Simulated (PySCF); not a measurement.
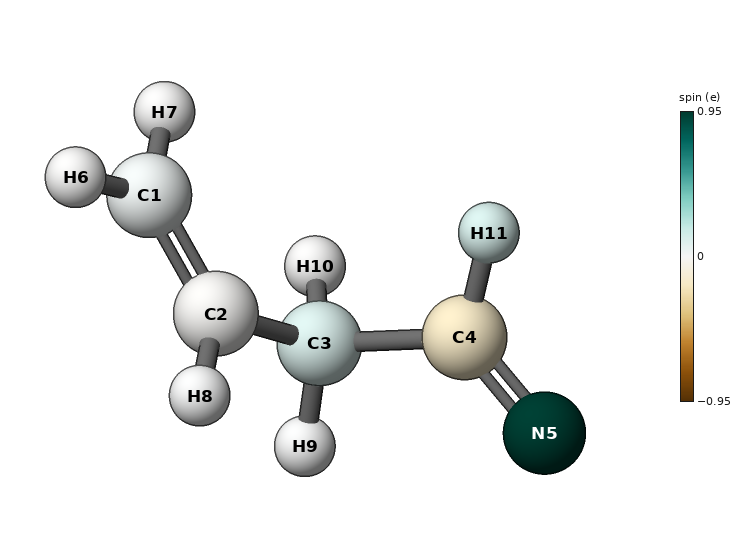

Atoms are coloured by their Mulliken spin populations. The species is neutral and a spin doublet. The geometry was computed by an optimisation with GFN2-xTB. No frequency run is at hand to confirm it as a minimum. Level of theory: UKS B3LYP, pcH-1 on C H N, non-relativistic (PySCF 2.14.0).

List the Mulliken spin populations.

```tsv
atom	value (e)
C1	0.02
C2	−0.01
C3	0.11
C4	−0.17
N5	0.93
H6	0.00
H7	0.00
H8	0.00
H9	0.00
H10	0.00
H11	0.13
```

Mulliken values depend strongly on the basis set.
